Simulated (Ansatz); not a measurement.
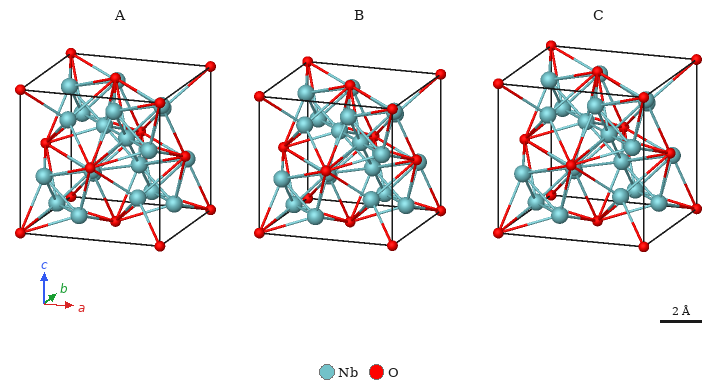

3 geometries from one relaxation of solid Nb$_{5}$O (a generated structure, set up in F-43m) (coarse preliminary run), in shuffled order. A ball-and-stick model of the conventional cell (4 times the calculation's cell), seen slightly off an axis. Lengths and directions refer to the drawn axes.

The calculation used DFT PBE, scalar-relativistic, plane waves, PAW (Ansatz). Settings: plane-wave cutoff 420 eV; k-point mesh 4 × 4 × 4; occupations gaussian; smearing width 0.1 eV; no spin polarisation; cell and atoms relaxed; force threshold 0.04 eV/Å; at most 70 steps.

Order the frames from highest to lowest energy.

B, A, C. They are steps 0, 1, 8, at +545 meV per atom, +118 meV per atom relative to the last. The largest moves relative to the cell, 0.014 Å, are those of Nb atoms. O stays in place. The drawn cell changes as follows: a = b = c 6.965 → 7.612 Å (+9.3 %); the volume changes by +30.5 %. Among the contacts that change: Nb–O 3.016 → 3.296 Å, Nb–O 2.890 → 3.161 Å, Nb–Nb 2.885 → 3.150 Å, Nb–Nb 2.487 → 2.741 Å. The space group stays F-43m (No. 216). Over 6 accepted moves (8 points after the start) the energy falls by 545 meV per atom. The largest force component goes from 0.76 to 0.00072 eV/Å. The pressure goes from 50.27 to 0.09 GPa. At 2 points the geometry stayed and the basis and grid were re-selected for the new cell (energy shift of 14.9 meV per atom at most each time).
